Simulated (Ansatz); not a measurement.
**How the geometry moves the gap of CdF2 (Fm-3m)**

Aim: gaps of CdF2 (Fm-3m) at the database cell and after a full relaxation.

Calculated with Ansatz 0.2.0; PBE, HSE06 and G0W0, plane waves, PAW.

## 1. The starting structure

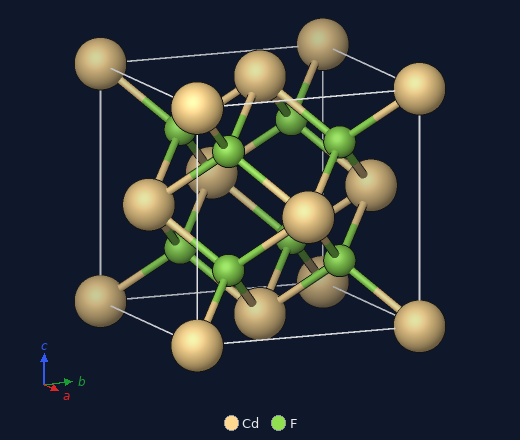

The starting structure, seen slightly off an axis (cadmium orange, fluorine green). This picture shows the conventional cell, with its axes. Some periodic images of atoms are drawn too.

The cell and positions come from the Crystallography Open Database and are kept as given unless a step says otherwise.

## 2. PBE bands at the given cell

The cheap functional maps the bands first; the places of the edges decide which points the dearer methods must see.

This step: DFT, PBE, plane waves, PAW; PAW set soft_1.

Contents of input.yaml:

```yaml
crystal:
  lattice:
    - [0.0, 2.694, 2.694]
    - [2.694, 0.0, 2.694]
    - [2.694, 2.694, 0.0]
  atoms:
    - { symbol: Cd, position: [0.0, 0.0, 0.0] }
    - { symbol: F, position: [0.25, 0.25, 0.25] }
    - { symbol: F, position: [0.75, 0.75, 0.75] }
kpoints:
  mp_grid: { grid: [8, 8, 8] }
  band_path:
    path:
      - [[0.0, 0.0, 0.0], [0.5, 0.0, 0.5], [0.625, 0.25, 0.625]]
      - [[0.375, 0.375, 0.75], [0.0, 0.0, 0.0], [0.5, 0.5, 0.5], [0.5, 0.25, 0.75], [0.5, 0.0, 0.5]]
    npoints: 10
hamiltonian:
  xc: pbe
  pseudopotentials: { kind: paw, azcp: { folder: soft_1 } }
scf:
  occupations: { method: fermi_dirac, width: 0.02 }
  n_extra_bands: 5
output:
  eigenvalues: true
  forces: true
  stress: true
```

Started as:

```bash
ansatz run input.yaml --threads 24 --pin off --max-ram 82944MiB --backend cuda --events-out ev --progress --plain --runs-dir out --devices 1 --max-vram 78GiB
```

Numbers of over 12 decimals in the logs are rounded to 6 here.

The program printed:

```text
scf.n_extra_bands = 5 over 17 filled bands (N_el = 34.0): the run solves 22 bands
GPUs: using 1 of 1 available (devices: 1).
Engine: ansatz 0.2.0, aarch64-unknown-linux-gnu
Pseudopotentials: kind: paw
Pseudopotential: Cd, paw, valence charge 20, recommended cutoff 420 eV (normal), soft_1/Cd.paw.azcp
Pseudopotential: F, paw, valence charge 7, recommended cutoff 420 eV (normal), soft_1/F.paw.azcp
Functional definition: PBE
  parameter kappa = 0.804
  parameter beta = 0.066725
  exchange = pbe_x(kappa = kappa, mu = beta*pi^2/3)
  correlation = pbe_c(beta = beta)
device memory: the entry about to start is reckoned to put 0.8 GiB on a device that reports 162.2 GiB free (of which the cap on the GPU budget leaves the run 78.0 GiB)
GPU FFT provider: cuFFT
GPU libraries: cuBLAS 13.8.1, cuFFT 12.4.0, cuSOLVER 12.3.2
GPU matrix products: emulated (plane waves: as basis.precision tells), large ones in fixed point in workspaces of 1.00 GiB
Crystal: 3 atoms, lattice volume = 39.104 Å³
Basis set: ecut = 420 eV, 749 PW (Γ), exchange–correlation on 54×54×54 points (8 copies of the dense FFT grid, shifted against one another)
Bands: 22, of which v1, the nominal top of the filled ones, is band 17 counted from 1 (16 counted from 0)
Symmetry: 48 space group operations
Space group: Fm-3m (ITA 225), of the structure as read, at distance tolerance 3.4e-5 Å
k-points: 29 of 512
Non-local potential: Cd, projectors of the file, l = 0: 3, l = 1: 2, l = 2: 2, l = 3: 1
Non-local potential: F, projectors of the file, l = 0: 2, l = 1: 2, l = 2: 1
PAW form: soft (Blöchl's): semilocal exchange-correlation on the pseudo side does not see the compensation charge
PAW one-centre angular grid: Cd, 590 points (default); XC on 64 Gauss nodes
PAW one-centre angular grid: F, 110 points (default); XC on 64 Gauss nodes
Initial density: superposition of atomic densities (chi_scale 0.1, normalization cell, long waves kept (reshape's long-wave potential 0.00 eV rms))
Initial wavefunctions: pseudopotential atomic-orbital guess
GPU buffer pool allocated for 19683 grid points (all kernels)
GPU transforms: local potential and band sums: pruned to the plane-wave sphere, on 25×25×25
Functional: x = pbe(κ = 0.804, μ = 0.219515), c = pbe(β = 0.066725)
SCF iter   1: F=—  HF=-9877.399804 eV  |F-HF|=—  |Δ(HF+E_count)|=         —  Δρ=2.13e-1  dr2=1.55e1  ethr=3.10e-3  ⟨swp⟩=5.0  Hψ=2822  notcnv=0
preconditioner: auto → none  [insulator: Δε(μ)=0.256 eV  Ē_g=18.309 eV  σ=0.020 eV  W_gap=0.99  n_scr=14 (ndim 8)  ℏωp=30.3 eV  f_vac=0.099  D(μ)=0.00/eV (n_scr^D=0)  ε∞_Penn≈3.7]
SCF iter   2: F=—  HF=-9873.514786 eV  |F-HF|=—  |Δ(HF+E_count)|=    3.89e0  Δρ=1.34e-1  dr2=4.32e0  ethr=3.10e-3  ⟨swp⟩=3.9  Hψ=1846  notcnv=0
SCF iter   3: F=—  HF=-9872.203040 eV  |F-HF|=—  |Δ(HF+E_count)|=    1.31e0  Δρ=2.07e-2  dr2=7.85e-2  ethr=3.10e-3  ⟨swp⟩=3.0  Hψ=1400  notcnv=0  defer=29
SCF iter   4: F=—  HF=-9872.209346 eV  |F-HF|=—  |Δ(HF+E_count)|=   6.31e-3  Δρ=6.02e-3  dr2=4.61e-3  ethr=2.31e-4  ⟨swp⟩=3.0  Hψ=1427  notcnv=0  defer=29
SCF iter   5: F=—  HF=-9872.213159 eV  |F-HF|=—  |Δ(HF+E_count)|=   3.81e-3  Δρ=5.68e-4  dr2=9.03e-5  ethr=1.36e-5  ⟨swp⟩=2.0  Hψ=1189  notcnv=0  defer=29
SCF iter   6: F=—  HF=-9872.213680 eV  |F-HF|=—  |Δ(HF+E_count)|=   5.21e-4  Δρ=3.56e-4  dr2=3.75e-5  ethr=2.66e-7  ⟨swp⟩=2.0  Hψ=1116  notcnv=0  defer=29
SCF iter   7: F=—  HF=-9872.213669 eV  |F-HF|=—  |Δ(HF+E_count)|=   1.09e-5  Δρ=7.97e-5  dr2=1.96e-6  ethr=1.10e-7  ⟨swp⟩=3.0  Hψ=1003  notcnv=0  defer=29
SCF iter   8: F=-9872.213669 eV  HF=-9872.213669 eV  |F-HF|=2.04e-8  |Δ(HF+E_count)|=   5.38e-7  Δρ=9.81e-6  dr2=3.02e-8  ethr=2.94e-10  ⟨swp⟩=7.7  Hψ=3472  notcnv=0
SCF 1 converged in 8 iterations: F = -9872.213669 eV  dr2 = 3.02e-8
[...]
device memory: the entry about to start is reckoned to put 1.0 GiB on a device that reports 161.3 GiB free (of which the cap on the GPU budget leaves the run 78.0 GiB)
NSCF: frozen V_eff on 62 k-points, pencils in batches of 32, up to order 100
SCF converged after 8 iterations
Free energy (F): -9872.213669 eV
Harris-Foulkes:  -9872.213669 eV  (|F-HF|=2.04e-8)
Internal energy: -9872.213669 eV  (E = F + TS)
E sigma→0 (E₀):  -9872.213669 eV
Fermi energy:    8.001262 eV
--- Per-component energies (eV) ---
  E_band       = -481.014339
  E_kinetic    = 836.253682
  E_local      = -4266.747010  (includes V_loc(G=0)·N_el)
  E_nonlocal   = 298.645608
  E_hartree    = 1875.725990
  E_xc         = -309.689902
  E_vxc        = -392.430452  (∫ρ·V_xc dr)
  E_paw        = -4512.547412  (= ΣΔE_a)
  E_vpaw       = -708.198971  (= ΣTr[D̂ρ^β])
  E_aug_tail   = 0.002009  (compensation charges beyond the density's cutoff)
  E_ewald      = -3793.856633
  E_smearing   = -0.000000  (= −TS)
  E_closure    = -0.000000  (closes the sum)
  Σ components = -9872.213669   (vs F -9872.213669, Δ=0.00e0)
--- Forces (eV/Å), atoms counted from 1 ---
  atom   1  Cd    -0.00000000    -0.00000000    -0.00000000
  atom   2  F     -0.00000000     0.00000000    -0.00000000
  atom   3  F     -0.00000000     0.00000000     0.00000000
  max |Σ_I F_I| component: 1.62e-17 eV/Å
--- Stress (GPa, compression-positive) ---
        5.468106      -0.000000       0.000000
       -0.000000       5.468106       0.000000
        0.000000      -0.000000       5.468106
  P = ⅓ Tr σ = 5.4681 GPa (54.681 kbar)
--- Band table (eV; the first three rows and the last of 29) ---
  k-point 0: bands = [... 13 lower, 5.4533, 5.9337, 5.9337, 5.9337, 9.5294, 19.1348, 19.1348, 19.1348, ... 1 higher]
  k-point 1: bands = [... 13 lower, 5.3492, 5.8263, 5.9444, 5.9444, 10.1068, 18.4233, 19.3653, 19.3653, ... 1 higher]
  k-point 2: bands = [... 13 lower, 5.0680, 5.3082, 5.9799, 5.9799, 11.4060, 17.2495, 19.9611, 19.9611, ... 1 higher]
  k-point 28: bands = [... 13 lower, 4.9044, 4.9044, 5.8279, 6.4306, 14.5251, 17.9399, 18.1333, 18.1333, ... 1 higher]
```

It took 1.2 s on 1 × NVIDIA GB200 (shared by 2 runs) with 24 threads of Arm Neoverse V2, shared host; peak memory 1 GiB; 2.2 s of CPU time.

The column dr2 measures how far the density is from self-consistency, as an energy; F and HF (Harris–Foulkes) agree once it is small.

Numbers from this step:

```yaml
pressure: 5.468 GPa
filled_bands: 17
gap: 3.099 eV
valence_top_at: W
conduction_bottom_at: Γ
least_direct_gap: 3.596 eV
```

The gap is indirect, with the least direct gap 0.50 eV higher. The pressure of 5 GPa says that this functional would expand the cell; it is kept.

## 3. Relaxing cell and ions

Gaps follow bond lengths, so the structure is brought to rest first.

input.yaml, the sections that differ from step 2:

```yaml
kpoints:
  mp_grid: { grid: [6, 6, 6] }
scf:
  occupations: { method: fermi_dirac, width: 0.02 }
relax:
  f_tol: 0.01
  max_steps: 60
  cell: {}
# crystal, hamiltonian: as in step 2
# output: removed
```

The program printed:

```text
[...]
GPUs: using 1 of 1 available (devices: 1).
[...]
Crystal: 3 atoms, lattice volume = 39.104 Å³
Basis set: ecut = 420 eV, 749 PW (Γ), exchange–correlation on 54×54×54 points (8 copies of the dense FFT grid, shifted against one another)
Bands: 21, of which v1, the nominal top of the filled ones, is band 17 counted from 1 (16 counted from 0)
Symmetry: 48 space group operations
[...]
k-points: 16 of 216
[...]
SCF iter   1: F=—  HF=-9877.398715 eV  |F-HF|=—  |Δ(HF+E_count)|=         —  Δρ=2.13e-1  dr2=1.54e1  ethr=3.10e-3  ⟨swp⟩=5.0  Hψ=1494  notcnv=0
[...]
SCF iter   2: F=—  HF=-9873.510643 eV  |F-HF|=—  |Δ(HF+E_count)|=    3.89e0  Δρ=1.34e-1  dr2=4.31e0  ethr=3.10e-3  ⟨swp⟩=3.9  Hψ=985  notcnv=0
[...]
SCF iter   8: F=-9872.213754 eV  HF=-9872.213754 eV  |F-HF|=1.86e-8  |Δ(HF+E_count)|=   4.96e-7  Δρ=9.42e-6  dr2=2.77e-8  ethr=2.94e-10  ⟨swp⟩=2.8  Hψ=1381  notcnv=0
SCF 1 converged in 8 iterations: F = -9872.213754 eV  dr2 = 2.77e-8
[...]
relax step   1: F+E_penalty+E_count = -9872.21375384 eV  Δ(F+E_penalty+E_count) = +0.000e0 eV  max|allowed force component| = 9.637e-18 eV/Å  Δτ_max = 0.0000 Å  P = +5.467 GPa  Ω = 39.104 Å³  (8 SCF iters, dr2 threshold 1.00e-7 eV, accepted)
[...]
relax step   2: F+E_penalty+E_count = -9872.24118092 eV  Δ(F+E_penalty+E_count) = -2.743e-2 eV  max|allowed force component| = 2.968e-17 eV/Å  Δτ_max = 0.0000 Å  P = +0.231 GPa  Ω = 40.960 Å³  energy of the carried Pulay correction = -4.407e-3 eV  (6 SCF iters, dr2 threshold 3.00e-7 eV, accepted)
[...]
relax step   4: F+E_penalty+E_count = -9872.24726828 eV  Δ(F+E_penalty+E_count) = -6.220e-3 eV  max|allowed force component| = 3.932e-17 eV/Å  Δτ_max = 0.0000 Å  P = +0.311 GPa  Ω = 41.046 Å³  stress off target by 3.11e-1 GPa  SCF on the basis re-selected at this cell (its energy is not comparable with the rows above)  (7 SCF iters)
[...]
relax step   6: F+E_penalty+E_count = -9872.24747868 eV  Δ(F+E_penalty+E_count) = -3.801e-4 eV  max|allowed force component| = 3.431e-17 eV/Å  Δτ_max = 0.0000 Å  P = +0.024 GPa  Ω = 41.171 Å³  stress off target by 2.40e-2 GPa  SCF on the basis re-selected at this cell (its energy is not comparable with the rows above)  (6 SCF iters)
basis re-selected at this cell: Δ(F+E_penalty+E_count) = -3.801e-4 eV, ΔP = +0.005 GPa vs the last step (what re-selecting the basis moved, of the pressure what is left beyond the Pulay correction that the steps carried, after the strain that the cell walked since its last selection, with what the two solves' SCF thresholds leave and, on support functions, any second-order correction that the steps lacked; it is no m [...]
SCF converged after 6 iterations
Free energy (F): -9872.247479 eV
[...]
Internal energy: -9872.247479 eV  (E = F + TS)
E sigma→0 (E₀):  -9872.247479 eV
Fermi energy:    7.144885 eV
[...]
--- Stress (GPa, compression-positive) ---
        0.024020      -0.000000      -0.000000
       -0.000000       0.024020      -0.000000
       -0.000000      -0.000000       0.024020
  P = ⅓ Tr σ = 0.0240 GPa (0.240 kbar)
--- Band table (eV; the first three rows and the last of 16) ---
  k-point 0: bands = [... 13 lower, 4.8180, 5.1145, 5.1145, 5.1145, 8.5858, 18.1238, 18.1238, 18.1238]
  k-point 1: bands = [... 13 lower, 4.6223, 4.9270, 5.1621, 5.1621, 9.5161, 17.0310, 18.4849, 18.4849]
  k-point 2: bands = [... 13 lower, 4.2314, 4.2314, 5.2219, 5.2219, 11.3094, 15.5473, 19.2808, 19.2808]
  k-point 15: bands = [... 13 lower, 3.6313, 4.8922, 5.1872, 5.6537, 13.3190, 16.0262, 17.1140, 18.0953]
--- Relaxed structure (4 steps of the walk, 4 accepted, 2 SCFs on fresh bases) ---
  F+E_penalty+E_count = -9872.24747868 eV   max|allowed force component| = 3.431e-17 eV/Å   (the final SCF, on the basis selected at the relaxed cell)
  cell:  # Å, volume = 41.1711 Å³
    - [0, 2.740654, 2.740654]
    - [2.740654, 0, 2.740654]
    - [2.740654, 2.740654, 0]
  atoms:
    - { symbol: Cd, position: [0, 0, 0] }
    - { symbol: F, position: [0.25, 0.25, 0.25] }
    - { symbol: F, position: [0.750000, 0.750000, 0.750000] }
```

The job ended after 1.7 s (1 × NVIDIA GB200 (shared by 2 runs) with 24 threads; peak memory 1 GiB).

The steps of the relaxation:

```tsv
step	energy less that of the first step (eV)	largest force component (eV/Å)	pressure (GPa)	volume (Å³)
1	0.0000	0.0000	5.47	39.10
2	-0.0274	0.0000	0.23	40.96
3	-0.0273	0.0000	0.02	41.05
4	-0.0335	0.0000	0.31	41.05
5	-0.0333	0.0000	0.02	41.17
6*	-0.0337	0.0000	0.02	41.17
```

Relaxation steps marked * repeat the geometry before them on a plane-wave basis chosen anew for their cell, so energy and pressure can jump there. The log counts 2 steps on a newly chosen plane-wave basis, not all of them marked here; energy and pressure can jump at such steps.

The run keeps the 48 symmetry operations that it works with, so distortions that break them were not tested.

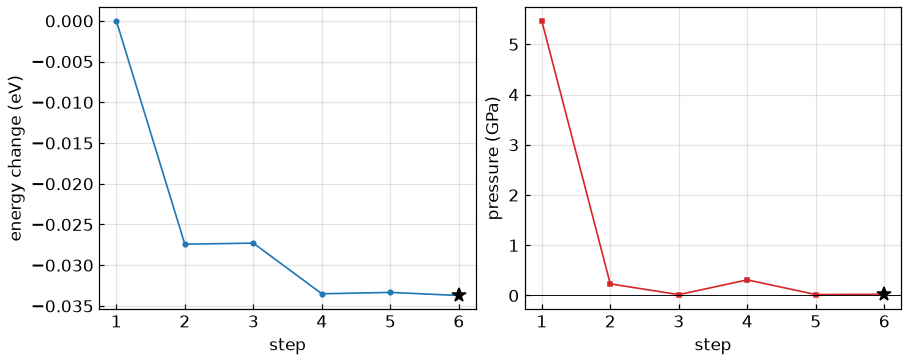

Energy and pressure along the relaxation. Stars mark steps on a basis chosen anew.

```tsv
conventional cell, symmetrised	before	after	change
a (Å)	5.388	5.481	+1.7 %
b (Å)	5.388	5.481	+1.7 %
c (Å)	5.388	5.481	+1.7 %
volume (Å³/atom)	13.03	13.72	+5.3 %
```

Final coordinates:

```cif
data_structure
_symmetry_space_group_name_H-M 'P 1'
_symmetry_Int_Tables_number 1
_cell_length_a 3.8759
_cell_length_b 3.8759
_cell_length_c 3.8759
_cell_angle_alpha 60.000
_cell_angle_beta 60.000
_cell_angle_gamma 60.000
_cell_volume 41.17
loop_
_atom_site_label
_atom_site_type_symbol
_atom_site_fract_x
_atom_site_fract_y
_atom_site_fract_z
_atom_site_occupancy
Cd1 Cd 0.00000 0.00000 0.00000 1
F2 F 0.25000 0.25000 0.25000 1
F3 F 0.75000 0.75000 0.75000 1
```

## 4. PBE at the relaxed cell

Contents of input.yaml:

```yaml
crystal:
  lattice:
    - [0.0, 2.7406540682, 2.7406540682]
    - [2.7406540682, 0.0, 2.7406540682]
    - [2.7406540682, 2.7406540682, 0.0]
  atoms:
    - { symbol: Cd, position: [0.0, 0.0, 0.0] }
    - { symbol: F, position: [0.25, 0.25, 0.25] }
    - { symbol: F, position: [0.75, 0.75, 0.75] }
kpoints:
  mp_grid: { grid: [8, 8, 8] }
  band_path:
    path:
      - [[0.0, 0.0, 0.0], [0.5, 0.0, 0.5], [0.625, 0.25, 0.625]]
      - [[0.375, 0.375, 0.75], [0.0, 0.0, 0.0], [0.5, 0.5, 0.5], [0.5, 0.25, 0.75], [0.5, 0.0, 0.5]]
    npoints: 10
hamiltonian:
  xc: pbe
  pseudopotentials: { kind: paw, azcp: { folder: soft_1 } }
scf:
  occupations: { method: fermi_dirac, width: 0.02 }
  n_extra_bands: 5
output:
  eigenvalues: true
  forces: true
  stress: true
```

The program printed:

```text
[...]
GPUs: using 1 of 1 available (devices: 1).
[...]
GPU FFT provider: cuFFT
GPU libraries: cuBLAS 13.8.1, cuFFT 12.4.0, cuSOLVER 12.3.2
[...]
Crystal: 3 atoms, lattice volume = 41.171 Å³
Basis set: ecut = 420 eV, 821 PW (Γ), exchange–correlation on 54×54×54 points (8 copies of the dense FFT grid, shifted against one another)
[...]
k-point 0: bands = [... 13 lower, 4.8179, 5.1145, 5.1145, 5.1145, 8.5858, 18.1238, 18.1238, 18.1238, ... 1 higher]
  k-point 1: bands = [... 13 lower, 4.7013, 5.0429, 5.1455, 5.1455, 9.1442, 17.4190, 18.3328, 18.3328, ... 1 higher]
  k-point 2: bands = [... 13 lower, 4.4309, 4.5832, 5.1946, 5.1946, 10.3902, 16.2563, 18.8688, 18.8688, ... 1 higher]
  k-point 28: bands = [... 13 lower, 4.2516, 4.2516, 5.1688, 5.6715, 13.3330, 17.0063, 17.0063, 17.0231, ... 1 higher]
[key lines of the parts left out:]
SCF converged after 9 iterations
Free energy (F): -9872.247458 eV
Fermi energy:    7.150428 eV
P = ⅓ Tr σ = 0.0237 GPa (0.237 kbar)
```

It took 1.1 s on 1 × NVIDIA GB200 (shared by 2 runs) with 24 threads; peak memory 1 GiB; 2.2 s of CPU time.

Numbers from this step:

* pressure: 0.02370 GPa
* gap: 2.914 eV
* valence top at: W
* conduction bottom at: Γ
* least direct gap: 3.471 eV

The gap is indirect, with the least direct gap 0.56 eV higher.

[end of part 1 of 2]

[Paths, hosts, dates, memory and timing lines, banners, echoed tables and standing remarks are left out of the program output.]

[Logs are printed without paths, hosts, clocks, repeated set-up lines and the standing remarks that a program may print on its own settings, such as how far it seeks lower states.]

[Runs of the session that timed out or met a known fault of the program may be left out.]

[Cells called generated may have been cut or substituted from an entry of the Crystallography Open Database or the Materials Project.]

[No measured gap is set beside runs whose start may be inverted or whose files or cutoffs have a known fault.]

[Hosts, paths, dates, database ids (printed as entryN), source tags and the programs' standing remarks are cut or masked in the printed files.]
